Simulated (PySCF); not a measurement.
## EPR calculation, with input and output: C5H9FN

C5H9FN, multiplicity 2, computed with UKS B3LYP, pcH-1 on C F H N, non-relativistic, mean-field spin-orbit, GIAO (PySCF 2.14.0).

It belongs to a series of runs on one base structure; here: H removed from sp3 C.

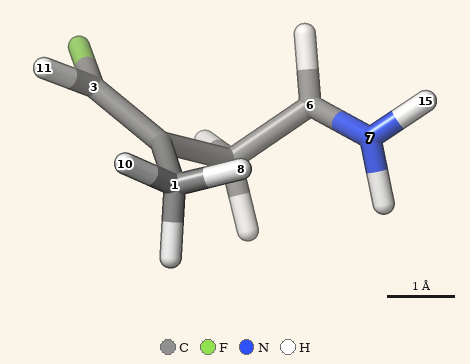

**Figure 1.** The structure as given in the input (stick view, seen at a tilt; atoms are numbered from 1 in the order of the input). Bond lengths as drawn: C–C 1.33 to 1.51 Å, C–F 1.35 Å, C–H 1.08 to 1.09 Å, C–N 1.40 Å and H–N 1.01 Å.

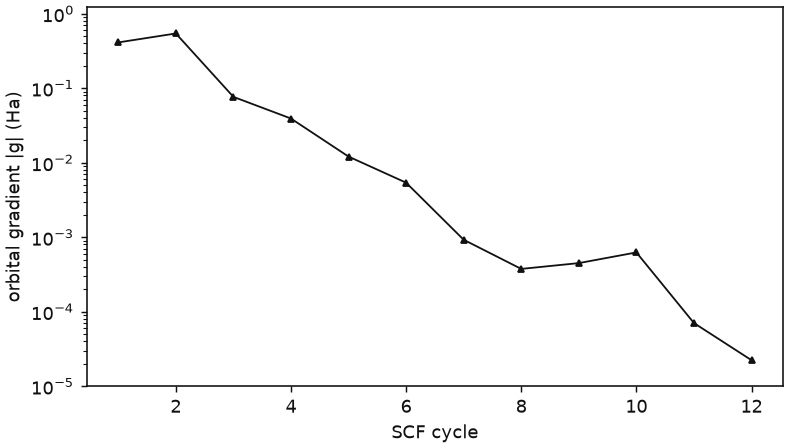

**Figure 2.** Convergence of the self-consistent field: orbital gradient |g| against the SCF cycle. All cycles printed in the log are drawn one after another.

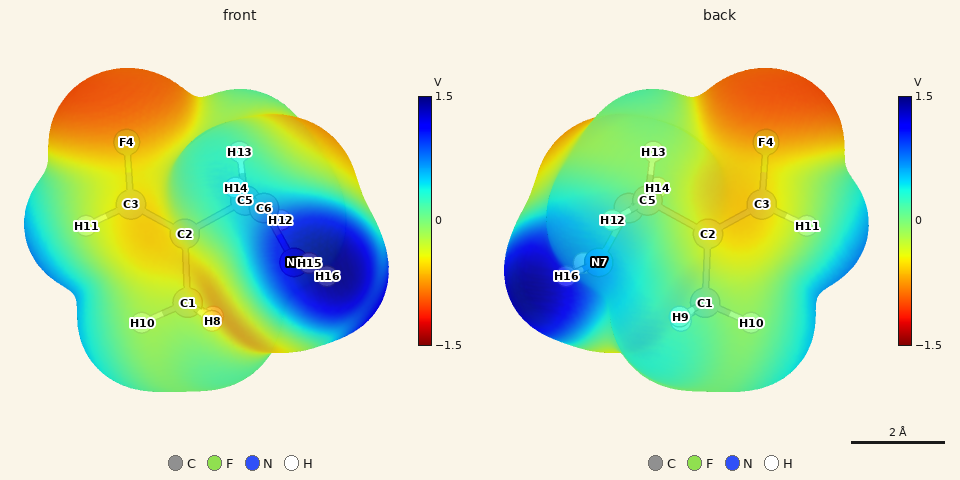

**Figure 3.** The molecular electrostatic potential painted on the density surface at 0.001 e/bohr³, seen at a tilt and from behind; the colour scale runs from red (negative) to blue (positive).

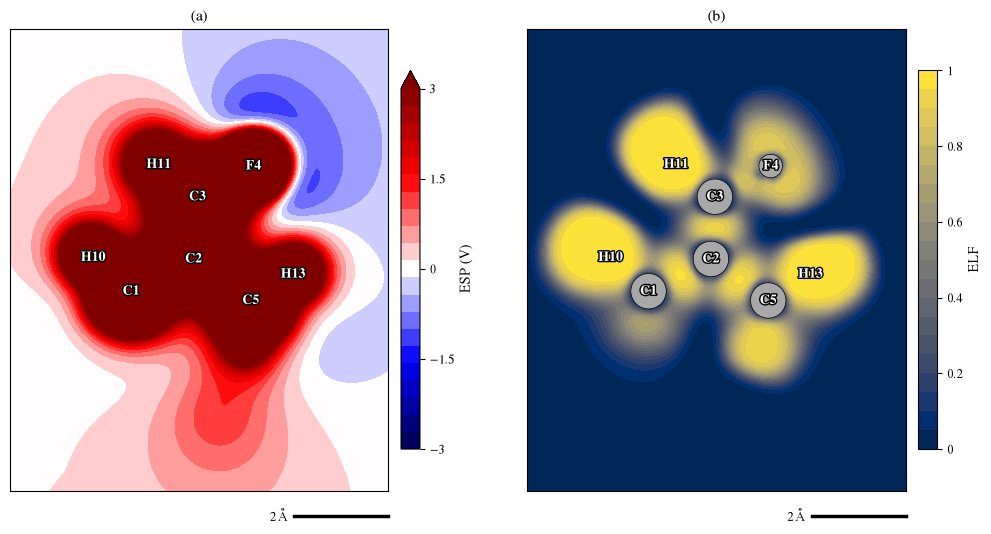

**Figure 4.** (a) electrostatic potential; (b) electron localisation function on the plane of atoms C2, C1 and H10. Grey discs, where drawn, cover atomic cores. Atoms in the plane: C, F and H. C–C (1.33 Å): the ELF peaks at about 0.95 between the atoms (a double or triple bond). C–F (1.35 Å): the ELF peaks at about 0.85 between the atoms (a polar covalent bond). C–H (1.09 Å): the ELF climbs to about 1 towards the hydrogen, as it does in any bond to H; a covalent bond by its length.

These pictures come from the run below.

**Input file**
```
{"job": {"kind": "epr", "basis": "pcH-1"}, "charge": 0, "multiplicity": 2}
C     -1.030559    -1.210772     0.446279
C     -0.896569     0.106034    -0.248297
C     -1.839269     1.033045    -0.139136
F     -1.750551     2.235159    -0.756909
C      0.400272     0.354773    -0.983300
C      1.454079     0.662291     0.021614
N      2.084767    -0.402199     0.666665
H     -0.177670    -1.365696     1.105740
H     -1.039509    -2.019139    -0.284679
H     -1.945697    -1.257141     1.030388
H     -2.754697     0.944086     0.426307
H      0.674767    -0.533395    -1.558142
H      0.278584     1.199615    -1.662926
H      1.357885     1.561283     0.606914
H      2.849105    -0.131742     1.268407
H      2.327461    -1.167257     0.049665
```

The first line tells a small driver script what to run in PySCF; the rest is the geometry in Å.

Launch command:
```bash
OMP_NUM_THREADS=1 python <driver script> task.json out
```

**Output**
```
UKS, coarse grid
  cycle   1  E = -350.42399634  |g| = 4.12e-01
  cycle   2  E = -350.38463104  |g| = 5.43e-01
  cycle   3  E = -350.49304169  |g| = 7.66e-02
  cycle   4  E = -350.49519882  |g| = 3.92e-02
  cycle   5  E = -350.49590139  |g| = 1.21e-02
  cycle   6  E = -350.49595744  |g| = 5.40e-03
  cycle   7  E = -350.49597229  |g| = 9.26e-04
  cycle   8  E = -350.49597315  |g| = 3.76e-04
UKS, final grid
  cycle   1  E = -350.49605791  |g| = 4.50e-04
  cycle   2  E = -350.49605784  |g| = 6.26e-04
  cycle   3  E = -350.49605800  |g| = 7.06e-05
  cycle   4  E = -350.49605800  |g| = 2.24e-05
E = -350.49605800 Eh   <S^2> = 0.7540 (exact 0.7500)
g shifts (ppm)      1          2          3
  rmc          -179       -179       -179
  gc              6         35         23
  oz_so         103        566       1051
  total         -70        422        895
hyperfine (MHz)  atom isotope    a_iso     a_fc   dipolar eigenvalues
    0   13C       0.67       0.67     -0.58     -0.38      0.95
    1   13C      56.27      56.27     -8.74     -2.24     10.98
    2   13C       5.83       5.83     -6.51     -5.41     11.91
    3   19F       9.96       9.96    -18.53    -13.33     31.86
    4   13C     -13.84     -13.84     -2.11     -1.10      3.21
    5   13C     121.81     121.81    -70.85    -69.81    140.66
    6   14N      13.48      13.48    -11.18    -10.76     21.94
    7    1H      -3.28      -3.28     -3.63     -1.75      5.38
    8    1H      -2.14      -2.14     -1.56     -1.04      2.60
    9    1H       3.72       3.72     -1.26     -0.65      1.91
   10    1H      -1.63      -1.63     -3.34     -0.88      4.22
   11    1H      13.35      13.35     -4.66     -4.04      8.70
   12    1H      34.25      34.25     -5.51     -4.16      9.66
   13    1H     -35.69     -35.69    -32.50     -1.30     33.80
   14    1H       7.49       7.49    -12.51     -5.70     18.21
   15    1H      17.41      17.41    -12.36     -5.69     18.05
```

**Key numbers**

```csv
quantity,value
outcome,converged
total energy,−350.496058 hartree
⟨S²⟩,0.754
isotropic g,2.0027
hardware,"1 CPU thread, shared host"
wall time,53 s
peak memory,0.96 GiB
```
